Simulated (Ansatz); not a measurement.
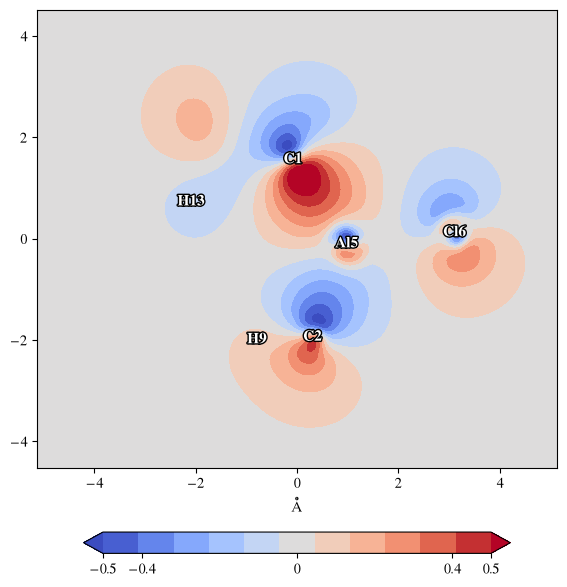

The picture shows: C$_{4}$H$_{10}$AlCl (SMILES CC[CH2][Al]([CH3])[Cl]). The HOMO on the plane of atoms C2, Al5 and Cl6 (values in Å⁻³ᐟ²; the overall sign is arbitrary).

Geometry: B3LYP/6-31G*.

Theory: isolated molecule in a Gaussian basis; Kohn-Sham density functional theory, functional PBE0 (Ansatz 0.2.0).

Input file:

```
crystal:
  periodic: [false, false, false]
  atoms:
    - {symbol: C, position_ang: [0.965801, -0.054762, -1.387920]}
    - {symbol: C, position_ang: [-1.386996, 2.471310, -0.668123]}
    - {symbol: C, position_ang: [0.619710, -0.851585, -0.112818]}
    - {symbol: C, position_ang: [1.210046, -0.234116, 1.159796]}
    - {symbol: Al, position_ang: [0.268335, 1.787720, -1.465218]}
    - {symbol: Cl, position_ang: [1.408522, 3.193841, -2.608976]}
    - {symbol: H, position_ang: [2.055715, -0.025543, -1.528857]}
    - {symbol: H, position_ang: [0.577769, -0.584630, -2.273339]}
    - {symbol: H, position_ang: [-1.941328, 1.701015, -0.119310]}
    - {symbol: H, position_ang: [-1.176604, 3.292934, 0.028811]}
    - {symbol: H, position_ang: [-2.052611, 2.880168, -1.439210]}
    - {symbol: H, position_ang: [0.986996, -1.883586, -0.208141]}
    - {symbol: H, position_ang: [-0.470627, -0.931963, -0.002633]}
    - {symbol: H, position_ang: [0.977783, -0.834306, 2.046951]}
    - {symbol: H, position_ang: [2.301582, -0.151063, 1.088939]}
    - {symbol: H, position_ang: [0.813048, 0.776174, 1.338917]}
basis:
  gaussian: {orbitals: def2-SVPD}
hamiltonian: {xc: {name: PBE0}}
output: {forces: true, orbitals: {seedname: orbitals}}
```

Run with:

```sh
ansatz run input.yaml --threads 2 --pin off --max-ram 4350MiB --events-out events.jsonl --progress --plain --runs-dir runs
```

Where does this orbital lie, and at what energy?

Its weight (Hirshfeld) is mainly on C1 (about 30 %), C2 (about 15 %), Al5 (about 15 %), Cl6 (about 10 %) and C3 (about 5 %). Its energy is −7.61 eV.
